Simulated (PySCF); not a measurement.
**C4H9NSi2 (SMILES C#C[C@H]1C[SiH2]N[SiH2]1): density, localisation and related maps**

The calculation's input:

```
{"job": {"kind": "nmr", "xc": "PBE0", "basis": "pcSseg-1"}, "charge": 0, "multiplicity": 1}
C      2.384329    -2.208796    -0.266458
C      1.716938    -1.223676    -0.127378
C      0.872922    -0.066118     0.016477
C     -0.018496     0.129833    -1.223467
Si    -1.438781     1.305356    -0.768121
N     -1.491434     0.897324     0.918636
Si    -0.256741    -0.132133     1.562739
H      2.982740    -3.062291    -0.382801
H      1.522367     0.811580     0.117027
H     -0.427734    -0.839685    -1.515570
H      0.579436     0.478742    -2.066698
H     -2.711219     0.983572    -1.418669
H     -1.098895     2.721973    -0.955351
H     -2.239899     1.224458     1.502722
H      0.367427     0.470430     2.743755
H     -0.750558    -1.481624     1.851746
```

Run with:

```sh
OMP_NUM_THREADS=1 python probes_run.py task.json out
```

Geometry: GFN2-xTB.

All numbers below come from PySCF 2.14.0, PBE0/pcSseg-1, SCF density, gas phase, non-relativistic.

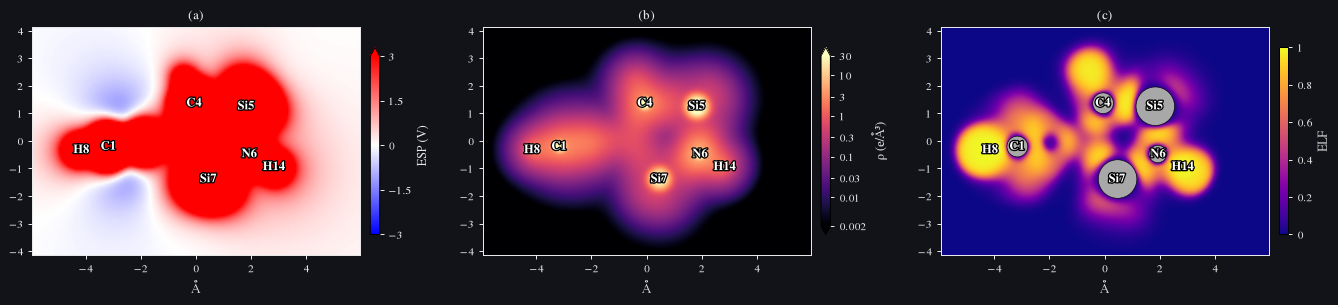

Figure 1. (a) electrostatic potential; (b) electron density; (c) ELF on the plane of atoms C4, Si5 and N6. Grey discs cover the atomic cores in the ELF map.

Question: Read the bonding off the picture.

Answer:
- Atoms in the plane: C, Si, N and H.
- Si–N (1.73 Å): ρ is about 1.1 e/Å³ halfway; the ELF peaks at about 0.90 between the atoms, as expected for a shared but strongly polarised pair.
- C–Si (1.90 Å): the density is about 0.93 e/Å³ at the midpoint; the ELF peaks at about 0.95 between the atoms, as expected for localised, covalent bonding.
- N–H (1.00 Å): the density is about 2.8 e/Å³ at the midpoint; the ELF climbs to about 1 towards the hydrogen, as it does in any bond to H: an ordinary covalent bond to hydrogen.
- C–H (1.05 Å): the density is about 2.1 e/Å³ at the midpoint; the ELF climbs to about 1 towards the hydrogen (an ordinary covalent bond to hydrogen).
- Outside the dense part of the molecule the potential is most negative (−1.1 V) near C1.

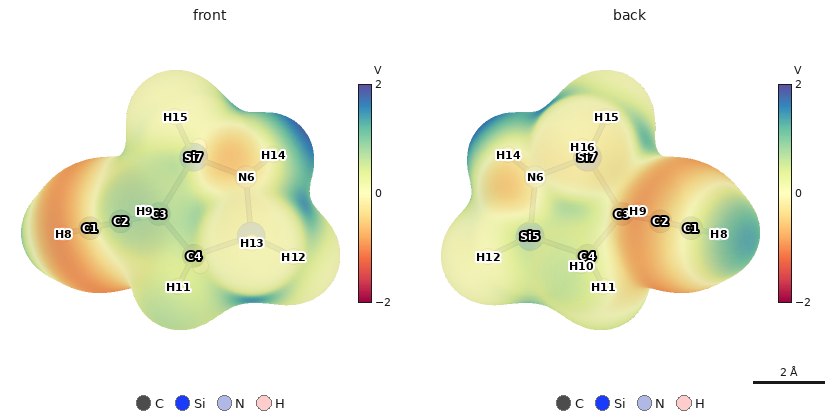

Figure 2. The electrostatic potential painted on the density surface at 0.002 e/bohr³, seen from the front and from behind; the colour scale runs from red (negative) to blue (positive).

Question: Where is the surface potential most negative and most positive?

Answer: The most negative region (about −1.0 V, or −23 kcal/mol for a unit charge) lies over C1 and C2, the most positive (about +1.7 V, or +39 kcal/mol for a unit charge) over H14.
